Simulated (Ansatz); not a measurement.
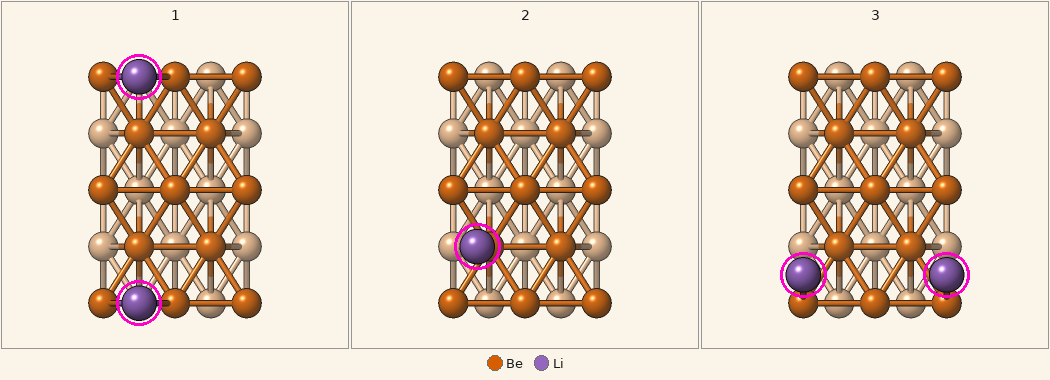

Li on a Be(100) slab cut from the P6_3/mmc phase, its upper half relaxed before the scan (24 atoms of substrate and one adsorbate in a 2 × 2 cell). Li is moved over the surface cell; relaxed at each place: the height of the adsorbate's atoms; substrate rigid; the origin of the map has the adsorbate above Be21. Places are given modulo a cell vector. The map is drawn in real space over the plane of the surface. The grid has 6 × 8 points; 20 points were computed and 28 follow by symmetry. Places are given in fractions of the 1 × 1 surface cell. Energies: eV, counted from the lowest grid point. These are results of DFT LDA, scalar-relativistic, plane waves, PAW in Ansatz 0.2.0, not measurements. Settings: cutoff 420 eV, k-mesh 6×4×1, gaussian smearing 0.1 eV, no spin polarisation.

The numbered pictures are structures from this grid. Rings mark the moved atoms.

> Rank them by energy, lowest first.

2, at (2/6, 4/8) of the cell vectors [nearest 1 Be at 2.17 Å]: 0.006 eV; 3, at (0/6, 2/8) of the cell vectors [nearest 1 Be at 2.10 Å]: 0.41 eV; 1, at a bridge site between two Be atoms, over a third-layer Be atom, (3/6, 0/8) of the cell vectors: 0.58 eV.

The map, with the structures marked:

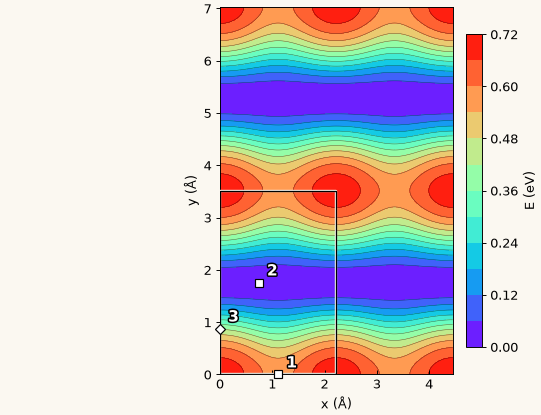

In the figure: filled contours, the outline of one cell of the 2 × 2 shown. Between grid points the surface is interpolated.
